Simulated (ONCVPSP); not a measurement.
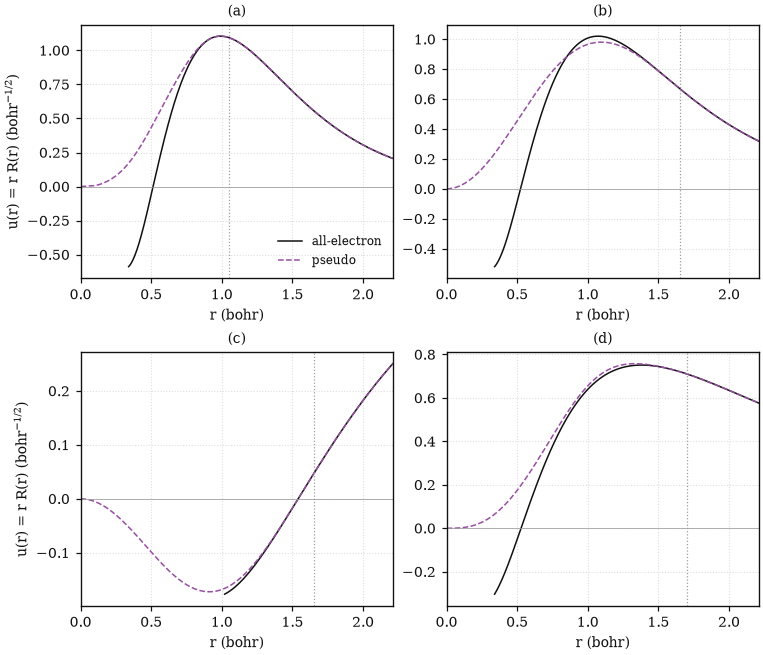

All-electron valence functions (solid) with their pseudo partners (dashed). Dotted lines mark the matching radii. The all-electron curves start outside the innermost oscillations, which aren't drawn.

ONCVPSP 4.0.1, revPBE, scalar-relativistic. The levels are (a) -65.67 eV, (b) -39.83 eV, (c) -1.68 eV, (d) -4.99 eV.

Which element and which shells are these?

Answer. Molybdenum (Mo), core [Ar] 3d10, valence 4s2 4p6 4d5 5p1 (neutral): (a) 4s, (b) 4p, (c) 5p, (d) 4d.

Are the pseudo-waves norm-conserving?

Answer. Yes. The ONCV scheme keeps the all-electron norm inside the radius.
